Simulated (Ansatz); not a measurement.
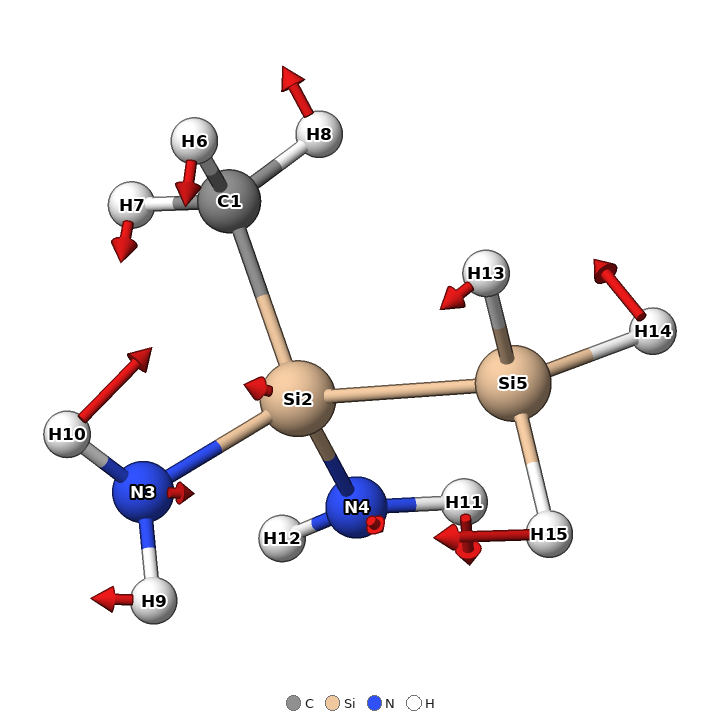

The arrows show one normal mode. Harmonic vibrations computed with RKS PBE0-D4/def2-TZVP (Ansatz 0.2.0) at a stationary point of the same level.

Estimate its harmonic wavenumber.

914 cm⁻¹; it is mode 22 of 39 counted from the lowest.
